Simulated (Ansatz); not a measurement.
**Computed frozen-phonon scan: CaPbF6 (space group Fm-3m)**

Starting cell, CaPbF$_{6}$ (space group Fm-3m):

```
CaPbF6
1.0
    0.00000     4.24549     4.24549
    4.24549     0.00000     4.24549
    4.24549     4.24549     0.00000
Ca Pb F
1 1 6
Direct
  0.50000   0.50000   0.50000
  0.00000   0.00000   0.00000
  0.75822   0.75822   0.24178
  0.24178   0.24178   0.75822
  0.24178   0.75822   0.75822
  0.75822   0.24178   0.24178
  0.75822   0.24178   0.75822
  0.24178   0.75822   0.24178
```

A phonon eigenvector at Γ is frozen into this cell: atom i moves by Q times the vector below, so Q is the largest atomic displacement, in Å. The cell is held. It is one choice among 2 degenerate patterns.

| atom | x | y | z |
|---|---|---|---|
| F3 | 0.000 | 0.000 | 1.000 |
| F4 | 0.000 | 0.000 | -1.000 |
| F5 | -0.354 | 0.000 | 0.000 |
| F6 | 0.354 | 0.000 | 0.000 |
| F7 | 0.000 | -0.646 | 0.000 |
| F8 | 0.000 | 0.646 | 0.000 |

Atoms not listed stay in place.

These are LDA (plane waves to 420 eV, PAW, scalar-relativistic; Ansatz, a first-principles code) values and carry that method's errors. k mesh 7×7×7 (Γ-centred), Fermi-Dirac smearing 0.05 eV. E stands for the smeared free energy. CaPbF6 was relaxed with its symmetry unable to fall. Spin-orbit coupling is left out, though Pb is heavy. The zero of ΔE is the undisplaced structure.

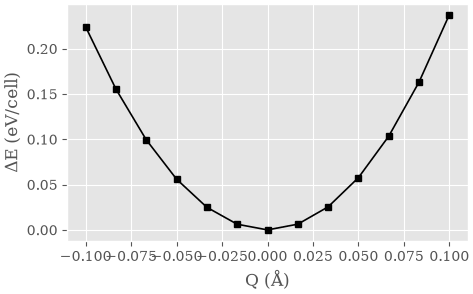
ΔE (eV/cell) against Q (Å); one marker a computed point.

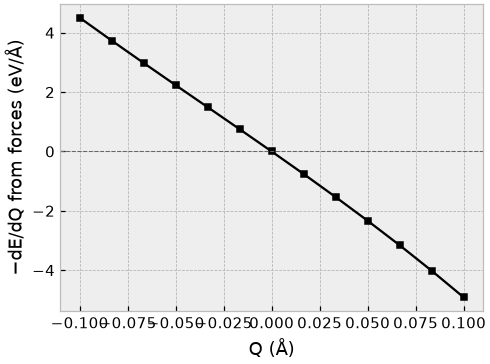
Fig. 1. −dE/dQ from forces (eV/Å) against Q (Å); computed points joined by lines.

The energy at Q = 0.100 Å comes out as 237.6 meV/cell. Harmonic wavenumber from the curvature (finite differences): 458 cm⁻¹. Symmetry of the curve: not even: the positive side lies higher at ±0.100 Å. Wavenumber by perturbation theory (DFPT, on another k mesh): 458 cm⁻¹. Space group of the distorted cell: Fmmm (No. 69), lowered from Fm-3m.

E″ = 45.23 eV/Å², M = Σ mᵢ|uᵢ|² = 58.6 u, ν̃ = 521.5·√(|E″|/M).

(A displaced cell: forces are minus the slopes of the energy, force constants its curvatures, and phonons follow from these.)
